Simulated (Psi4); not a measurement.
# A workflow on SiH2O (oxosilane), part 2 of 2

Psi4 1.11.

## 3. Vibrational wavenumbers at MP2/6-31G(d) (density fitting, density fitting for correlation, Cartesian functions) (run 2)

calc.py

```python
import psi4

psi4.set_memory('1600 MB')
psi4.set_num_threads(1)
psi4.core.set_output_file('run.log', False)

mol = psi4.geometry("""
0 1
O     -0.260023     0.389989     1.551885
Si     0.045657     0.004053     0.086709
H      0.460614    -1.351178    -0.350183
H     -0.039116     0.942509    -1.058752
units angstrom
symmetry c1
""")

psi4.set_options({
    'basis': '6-31G*',
    't': 298.15,
    'freeze_core': True,
    'rotational_symmetry_number': 2,
})

result, w = psi4.frequencies('mp2', return_wfn=True)
print(f'mp2 energy: {result:.10f} Eh')
print('wavenumbers / cm^-1:', w.frequencies().np.round(1))
```

Command:

```console
$ python calc.py
```

run.log, shortened:

```text
[...]
  Running in c1 symmetry.
[...]
  Nuclear repulsion =   51.712122914810635
[...]
  Multiplicity = 1
[...]
  Nalpha       = 12
  Nbeta        = 12
[...]
    Number of basis functions: 38
[...]
   @DF-RHF iter   1:  -364.75760491243403   -7.46451e-01   1.51476e-02 ADIIS/DIIS
[...]
   @DF-RHF iter  14:  -364.91135410109507   -2.27374e-13   1.82280e-11 DIIS
[...]
    Orbital Energies [Eh]
    ---------------------
    Doubly Occupied:
       1A    -68.824721     2A    -20.522445     3A     -6.181107
       4A     -4.289208     5A     -4.285292     6A     -4.285157
       7A     -1.234010     8A     -0.703135     9A     -0.547827
      10A     -0.514924    11A     -0.440889    12A     -0.434930
[...]
  @DF-RHF Final Energy:  -364.91135410109507
   => Energetics <=
    Nuclear Repulsion Energy =             51.7087401218266862
    One-Electron Energy =                -608.7128969203006363
    Two-Electron Energy =                 192.0928026973788576
    Total Energy =                       -364.9113541010950712
[...]
  -Total Gradient:
     Atom            X                  Y                   Z
    ------   -----------------  -----------------  -----------------
       1        0.000019988793    -0.000083586114     0.000020885709
       2        0.000061977326    -0.000425269413     0.000329640017
       3       -0.000058778990     0.000166490029     0.000116322590
       4       -0.000023187128     0.000342365499    -0.000466848314
[...]
  ==> Harmonic Vibrational Analysis <==
[...]
  Freq [cm^-1]                 719.2548            721.8380           1067.2745
[...]
  IR activ [km/mol]            131.6168            108.5213            47.3145
[...]
  Freq [cm^-1]                1184.0217           2325.0292           2338.1693
[...]
  IR activ [km/mol]            157.3083            72.2107             223.3961
[...]
  Total E_0, Enthalpy at 0 [K]                                                         -365.16425771 [Eh]
[...]
  Total H, Enthalpy at  298.15 [K]                                                     -365.16022514 [Eh]
[...]
  Total G, Gibbs energy at  298.15 [K]                                                 -365.18689611 [Eh]
[...]
```

On the terminal:

```text
mp2 energy: -365.1832931376 Eh
wavenumbers / cm^-1: [ 719.3  721.8 1067.3 1184.  2325.  2338.2]
```

Run time: 12 s. Hardware: 1 thread of Intel Xeon Platinum 8488C (Sapphire Rapids), shared host; peak memory 0.21 GiB.

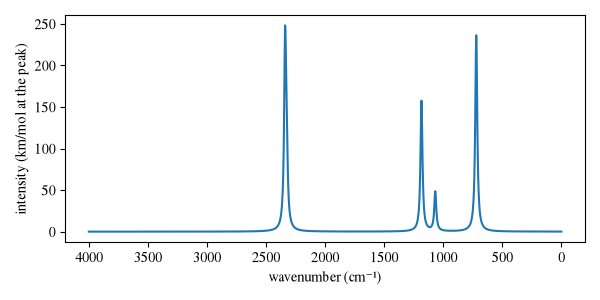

Harmonic infrared spectrum, unscaled, lines broadened by 10 cm⁻¹.

## 4. A single-point energy at CCSD(T)/def2-TZVP (run 3)

job.in

```
memory 1.6 GB

molecule m {
  O     -0.260023     0.389989     1.551885
  Si     0.045657     0.004053     0.086709
  H      0.460614    -1.351178    -0.350183
  H     -0.039116     0.942509    -1.058752
  symmetry c1
}

set globals {
  basis           def2-TZVP
  scf_type        pk
  num_frozen_docc 6
}

E, wfn = energy('ccsd(t)', return_wfn=True)
print_variables()
```

Command:

```console
$ psi4 -i job.in -o job.out -n 1
```

job.out, shortened:

```text
[...]
  Running in c1 symmetry.
[...]
  Nuclear repulsion =   51.712122914810635
[...]
  Multiplicity = 1
[...]
  Nalpha       = 12
  Nbeta        = 12
[...]
    Number of basis functions: 80
[...]
   @RHF iter   1:  -364.82221240871041   -7.39544e-01   7.63944e-03 ADIIS/DIIS
[...]
   @RHF iter  12:  -364.98244602470800   -1.08002e-12   1.86261e-09 DIIS
[...]
    Orbital Energies [Eh]
    ---------------------
    Doubly Occupied:
       1A    -68.829658     2A    -20.511513     3A     -6.176809
       4A     -4.285106     5A     -4.281646     6A     -4.280891
       7A     -1.235726     8A     -0.704431     9A     -0.550513
      10A     -0.518942    11A     -0.447170    12A     -0.440590
[...]
  @RHF Final Energy:  -364.98244602470800
   => Energetics <=
    Nuclear Repulsion Energy =             51.7121229148106352
    One-Electron Energy =                -608.8631479087805474
    Two-Electron Energy =                 192.1685789692619437
    Total Energy =                       -364.9824460247079969
[...]
 Multipole Moments:
 ------------------------------------------------------------------------------------
     Multipole            Electronic (a.u.)      Nuclear  (a.u.)        Total (a.u.)
 ------------------------------------------------------------------------------------
 L = 1.  Multiply by 2.5417464519 to convert [e a0] to [Debye]
 Dipole X            :         -0.1443288            0.4964786            0.3521498
 Dipole Y            :          0.1821007           -0.6267403           -0.4446397
 Dipole Z            :          0.6914707           -2.3794597           -1.6879890
 Magnitude           :                                                    1.7807361
[...]
      * MP2 total energy                      = -365.339295244552318
[...]
      * CCSD total energy                     = -365.349807056601378
[...]
      * CCSD(T) total energy                  = -365.365758165211048
[...]
```

Wall time 12 s (1 thread of Intel Xeon Platinum 8488C (Sapphire Rapids), shared host); peak memory 0.53 GiB.

## 5. Summary of results

The summary covers parts 1 to 2.

| quantity | value |
| --- | --- |
| run 1, MP2/6-31G*: total energy at the end | -365.18329 Eh |
| run 1, MP2/6-31G*: correlation energy (6 core orbitals frozen) | -271.9 mEh |
| run 2, MP2/6-31G*: correlation energy | -271.9 mEh |
| run 2, MP2/6-31G*: lowest harmonic wavenumber | 719 cm⁻¹ |
| run 2, MP2/6-31G*: highest harmonic wavenumber | 2338 cm⁻¹ |
| run 2, MP2/6-31G*: zero-point energy | 50.0 kJ/mol |
| run 2, MP2/6-31G*: ideal-gas entropy at 298.15 K (symmetry number 2 as used) | 56.1 cal/(mol K) |
| run 3, CCSD(T)/def2-TZVP: total energy | -365.36576 Eh |
| run 3, CCSD(T)/def2-TZVP: HOMO energy (Hartree–Fock orbitals) | -11.99 eV |
| run 3, CCSD(T)/def2-TZVP: LUMO energy (Hartree–Fock orbitals) | 0.88 eV |
| run 3, CCSD(T)/def2-TZVP: HOMO–LUMO gap (Hartree–Fock orbitals) | 12.87 eV |
| run 3, CCSD(T)/def2-TZVP: correlation energy (6 core orbitals frozen) | -383.3 mEh |
| run 3, CCSD(T)/def2-TZVP: (T) correction | -15.95 mEh |
| run 3, CCSD(T)/def2-TZVP: T1 diagnostic | 0.023 |

The optimisation (run 1, MP2/6-31G*) took 7 steps and changed the energy by -0.292 eV. All 6 modes (run 2, MP2/6-31G*) are real, so the shape is a minimum at this level. The T1 diagnostic (run 3, CCSD(T)/def2-TZVP) of 0.023 is above the customary mark for such species, so a single reference may not serve. The triples (run 3, CCSD(T)/def2-TZVP) make up 4.2 % of the correlation energy.
